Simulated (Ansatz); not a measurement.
System: BH2N.

| atom | x (Å) | y (Å) | z (Å) |
| --- | --- | --- | --- |
| B | -0.3969 | -0.4107 | 0.0115 |
| N | 0.4593 | 0.4756 | -0.0131 |
| H | -1.2108 | -1.2531 | 0.0349 |
| H | 1.1484 | 1.1882 | -0.0334 |

Geometry: PBE0-D4/def2-TZVP.

Level of theory: RKS PBE0-D4/def2-TZVPP (Ansatz 0.2.0).

Question: Predict the electron density and electron localisation function between the atoms.

Answer: B–N (1.23 Å): the density is about 2.6 e/Å³ at the midpoint; the ELF peaks at about 0.85 between the atoms; a polar covalent bond.
N–H (0.99 Å): ρ is about 3 e/Å³ halfway; the ELF climbs to about 1 towards the hydrogen, as it does in any bond to H (a covalent bond by its length).
B–H (1.17 Å): ρ is about 1.3 e/Å³ halfway; the ELF climbs to about 1 towards the hydrogen (an ordinary covalent bond to hydrogen).

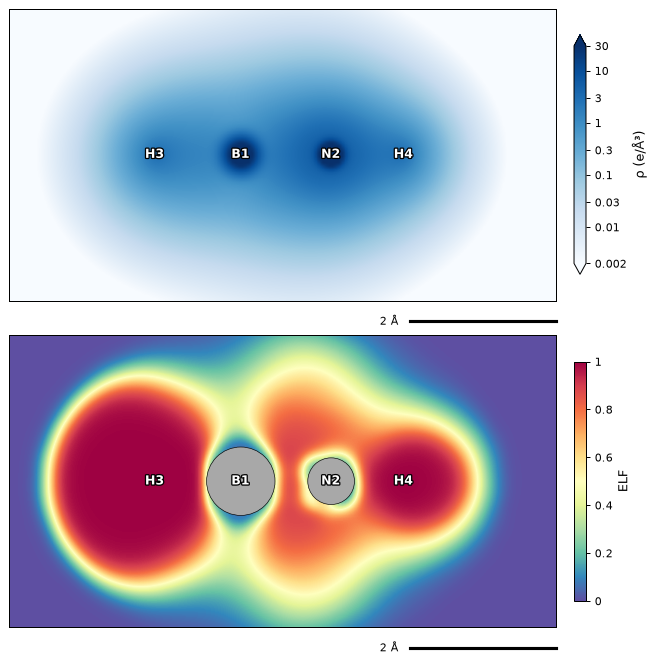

Computed electron density and electron localisation function on a plane that holds the molecular axis, in this order. Grey discs cover the atomic cores in the ELF map. 
